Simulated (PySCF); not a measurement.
## A study: C3H3N, charge +1, doublet, SMILES `[CH2+][CH]C#N`

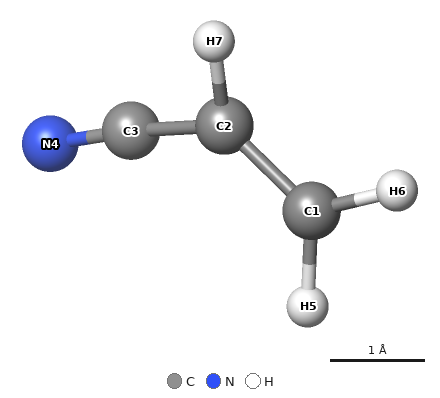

The molecule, with its atoms numbered as below. No frequency check shows the geometry to be a minimum.

Cartesian coordinates (Å):

```
C1       1.6023   -0.3377   -0.0017
C2       0.5688    0.4893    0.0293
C3      -0.7902    0.1071   -0.0539
N4      -1.8723   -0.2459    0.0080
H5       1.5498   -1.4094    0.1961
H6       2.6111    0.0019   -0.2442
H7       0.6603    1.5768    0.1495
```

Part 1: Bonding charge

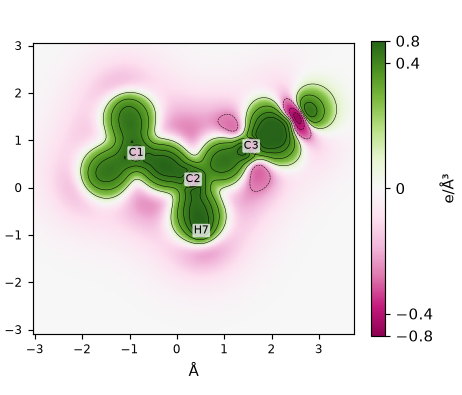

Deformation density (molecule less spherical, spin-averaged free atoms) in the plane of C1, C2, C3 and H7; colour scale in e/Å³, logarithmic beyond ±0.1; green: gain, pink: loss.

Method: CAM-B3LYP/6-311G**; geometry: GFN2-xTB; program: PySCF. The stability of the open-shell solution wasn't checked. GFN2-xTB doesn't know the spin state, so this open-shell geometry is rough.

**How much density has each bond in this plane gained at its critical point, relative to the free atoms?**

C1–C2: +0.79 e/Å³ at the bond critical point (bond length 1.32 Å, Mayer order 1.5). C2–H7: +0.78 e/Å³ at the bond critical point (bond length 1.10 Å, Mayer order 0.9). C2–C3: +0.56 e/Å³ at the bond critical point (bond length 1.41 Å, Mayer order 1.2). In all, 1.6 electrons gather in the regions of gain relative to the promolecule of neutral atoms (the regions of loss give up this much and the cation's charge besides).

Part 2: Bond critical points

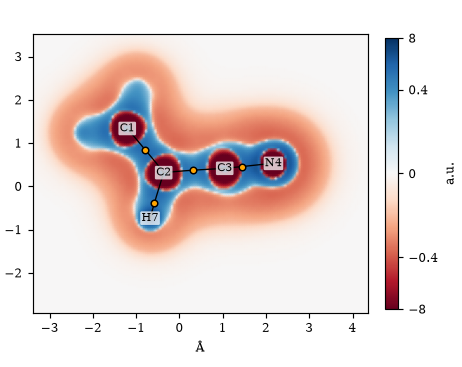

Negative Laplacian of the density (−∇²ρ) in the plane of C1, C2, C3, N4 and H7 (blue positive, red negative, colour scale in a.u., logarithmic beyond ±0.04), with bond paths and bond critical points (dots).

**Sort the bonds in the plane by the sign of ∇²ρ at their critical points.**

Concentrated (∇²ρ < 0): C3–N4 (−0.18 a.u.); C1–C2 (−1.21 a.u.); C2–C3 (−0.82 a.u.); C2–H7 (−1.01 a.u.). At none is it depleted.

**Where along C2–H7 does the critical point lie?**

0.74 Å from C2 and 0.36 Å from H7.

Part 3: Electrostatic potential

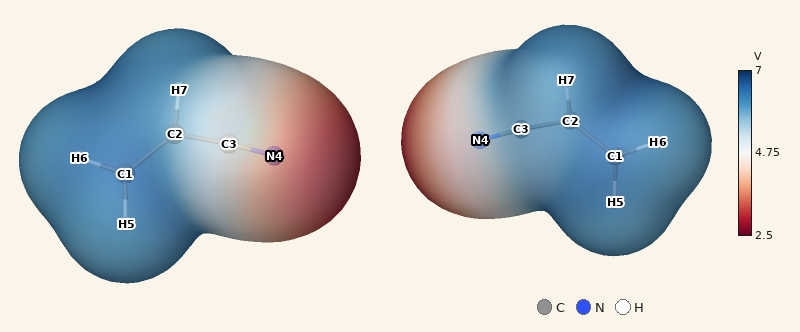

Electrostatic potential on the surface of electron density 0.001 a.u. (back view left, front view right).

**Where are the extremes of the potential on the surface?**

Highest: 6.64 V, 1.5 Å from H7. Lowest: 2.62 V, 1.8 Å from N4. Further minima include 6.00 V, 1.3 Å from H6; 6.02 V, 1.3 Å from H5. The surface is sampled at points, so like sites can differ by a few per cent and only the strongest of them is named.

Part 4: Spin density

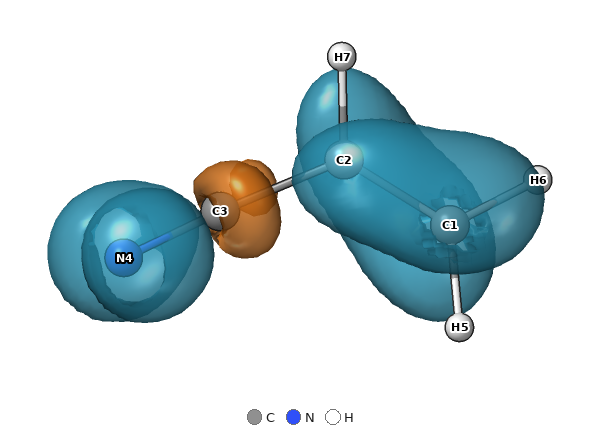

Spin density ρα − ρβ at ±0.03 e/Å³ (light blue: excess α, orange: excess β).

**How is the spin shared among the atoms?**

Hirshfeld spin populations: C1 +0.38, N4 +0.31 and C2 +0.24. ⟨S²⟩ = 0.77, against 0.75 for a pure state. The picture also shows regions of β spin from spin polarisation; the Hirshfeld sums, whose atoms overlap, net them against the α spin of neighbours.

Part 5: In an electric field

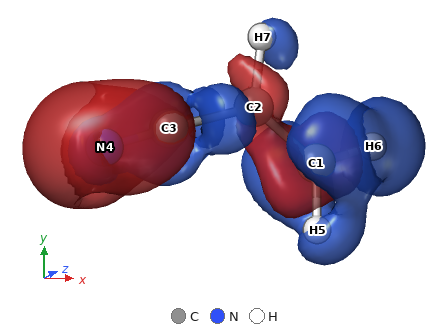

Change of the electron density in a uniform field of 0.10 V/Å, surfaces at ±0.001 e/Å³ (red: gain, blue: loss).

Method: HF/def2-TZVP; geometry: GFN2-xTB; program: PySCF. A basis without diffuse functions makes polarisabilities too small. The stability of the open-shell solution wasn't checked. GFN2-xTB doesn't know the spin state, so this open-shell geometry is rough.

**Along which Cartesian direction does the field point?**

Along +x: electrons gather on the −x side, against the field.

**What dipole is induced, and what polarisability does it imply?**

The induced dipole is 0.38 D (along the field); α along this axis, from the fields in both directions, is 76 bohr³ (11.3 Å³).

**Which atoms gain and lose the most charge?**

Electrons gather most on N4 (Hirshfeld charge changes by −0.015 e) and leave C1 most (+0.009 e); 0.029 electrons are displaced in all.

Part 6: Removing or adding an electron

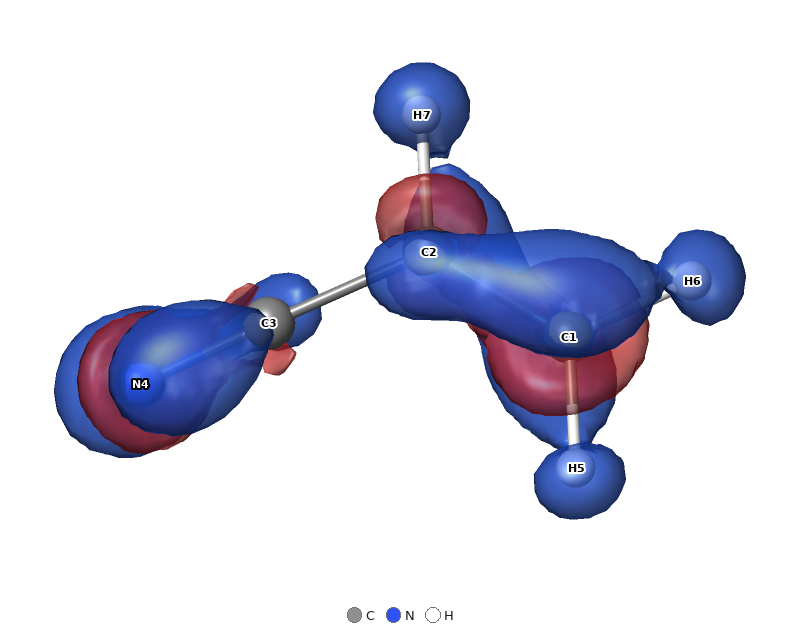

Fukui function f⁻ = ρ(N) − ρ(N−1) at fixed geometry, surfaces at ±0.05 e/Å³ (blue positive, red negative).

Method: PBE/6-311+G**; geometry: GFN2-xTB; program: PySCF. GFN2-xTB doesn't know the spin state, so this open-shell geometry is rough.

**Which atoms respond most to the removal of an electron?**

f⁻ (Hirshfeld-condensed) is largest on N4 (0.26), C1 (0.22) and C2 (0.15); the vertical ionisation energy is 18.60 eV (to the singlet dication, which needn't be its lowest state). Condensed values hint at sites of electrophilic attack but needn't mark the atom that reacts. Shares this close don't rank the sites. Orbital relaxation makes it negative in places (0.14 e in all).
